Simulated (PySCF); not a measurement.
```xyz
16

Si    2.8920    1.1855    0.2950
O     1.9489   -0.0832   -0.1130
Si    0.7104   -1.0697    0.1424
Cl    0.8669   -1.8159    1.9966
N    -0.7946   -0.2352   -0.0073
Si   -2.2422   -1.1800    0.2430
Si   -0.8163    1.4997   -0.2065
H     4.2302    0.7144   -0.0328
H     2.6694    1.5564    1.6862
H     0.8667   -2.1155   -0.8515
H    -3.3062   -0.5317   -0.5159
H    -2.5538   -1.2394    1.6722
H    -1.9703   -2.5216   -0.2723
H    -2.2201    1.8509   -0.4026
H    -0.0045    1.8452   -1.3745
H    -0.2841    2.1490    0.9971
```

Geometry: GFN2-xTB.

Method: PySCF, UKS B3LYP, pcH-1 on Cl H N O Si, non-relativistic, mean-field spin-orbit, GIAO.

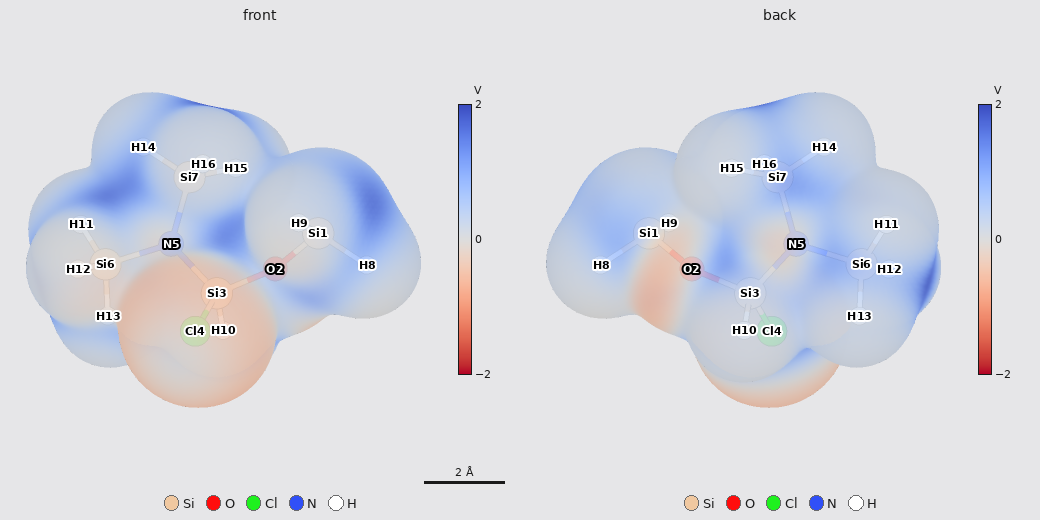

ClH9NOSi4 (doublet). The molecular electrostatic potential painted on the density surface at 0.002 e/bohr³, seen from the front and from behind; red is negative and blue positive.

> Where is the surface potential most negative and most positive?

The most negative region (about −0.5 V) lies over O2 and Cl4, the most positive (about +1.6 V) over Si1, Si6 and Si7.
